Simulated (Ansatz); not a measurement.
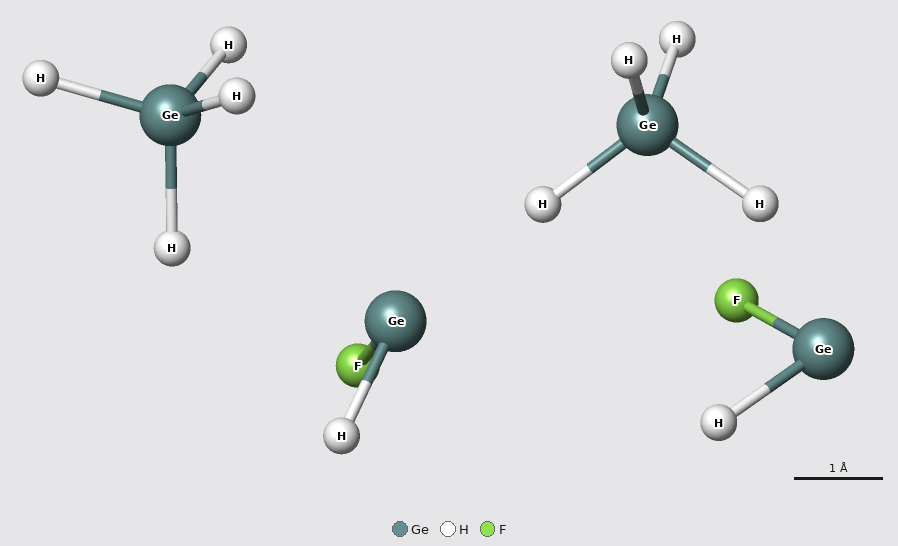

Two geometries of Ge2H5F, drawn at one scale. One is the start of a relaxation, the other its converged end. The picture is a ball-and-stick view, seen from a free direction.

Computed with Ansatz 0.2.0, RKS B3LYP/def2-SVP. Settings: no spin polarisation; force threshold 0.03 eV/Å; at most 50 steps.

Which of the two is the end point?

Answer. The right one is the relaxed one. The run prepares an end point of a later path (reaction) calculation, from a guessed geometry. The largest move after the best rigid fit is that of an H atom, 1.73 Å. By element the largest moves are H 1.73 Å, F 1.12 Å, Ge 0.40 Å. Near-neighbour distances that change, for instance: Ge–H 2.745 → 2.116 Å, Ge–Ge 3.603 → 3.365 Å, Ge–H 1.550 → 1.578 Å, F–Ge 1.767 → 1.786 Å. Among the angles between lasting bonds that change: H–Ge–H 109.9° → 106.0°, H–Ge–H 108.8° → 105.6°, H–Ge–H 110.1° → 112.5°. Over 20 accepted moves (21 points after the start) the energy falls by 0.126 eV. The largest force component goes from 0.12 to 0.019 eV/Å. The line search rejected the trial step at point 17 of the run. The forces were under the threshold at step 8, but the run went on from there.

Limits of the set-up: the start holds two separate molecules, 2.7 Å apart at their closest, whose relative position is a soft coordinate and is computed without a dispersion correction.
